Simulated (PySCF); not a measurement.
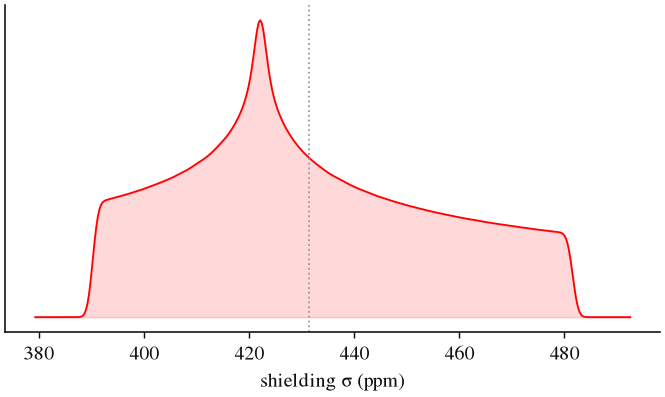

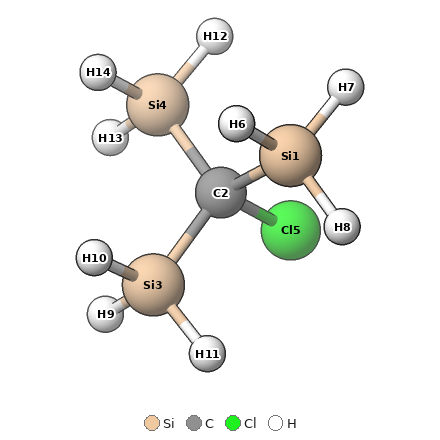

Static powder pattern (²⁹Si) from GIAO shielding tensors of CH₉ClSi₃, SMILES [SiH3]C([SiH3])([SiH3])Cl, HF/pcSseg-2 with PySCF, at a PBE0-D3(BJ)/def2-SVP geometry (no frequency check); absolute shielding, one fixed geometry of the isolated molecule without any motion, no dipolar terms. The dotted line is the isotropic value; skew is 3(σiso − σ22)/span.

The pattern belongs to Si4. Give the principal values, span and skew.

Si4: σ11, σ22, σ33 = 390, 422, 482 ppm, isotropic 431, span 91 ppm, skew 0.30.
